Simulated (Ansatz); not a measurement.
## How methods differ on C2H2 (acetylene)

C2H2 has 4 atoms, charge 0, and is taken as a singlet. SMILES: `C#C`. Geometry: optimised at r2SCAN/def2-SVP.

Each level gives the adiabatic ionisation energy (to the doublet cation, shapes relaxed at r2SCAN/def2-SVP, no zero-point term) (eV). The values are calculated.

```
               level                    kind  program  value (eV)
       HF/def2-TZVPP            Hartree–Fock   Ansatz        9.80
    SVWN5/def2-TZVPP                     LDA   Ansatz       11.60
     BLYP/def2-TZVPP                     GGA   Ansatz       11.13
      PBE/def2-TZVPP                     GGA   Ansatz       11.25
CAM-B3LYP/def2-TZVPP  range-separated hybrid   Ansatz       11.26
  wB97M-V/def2-TZVPP  range-separated hybrid   Ansatz       11.19
  RPA@PBE/def2-TZVPP                     RPA   Ansatz       11.38
      MP2/def2-TZVPP     perturbation theory   Ansatz       11.47
```

The values span 9.80 to 11.60 eV.

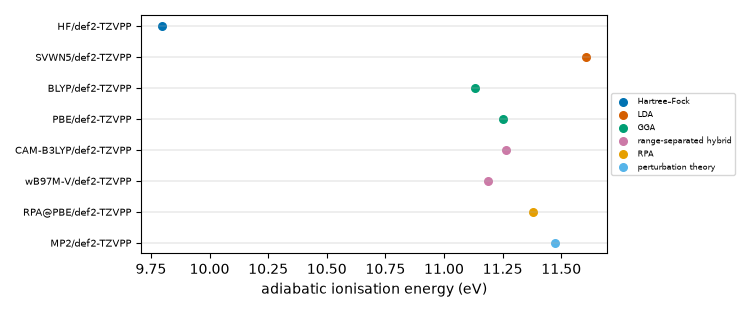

The values of the table, level by level.
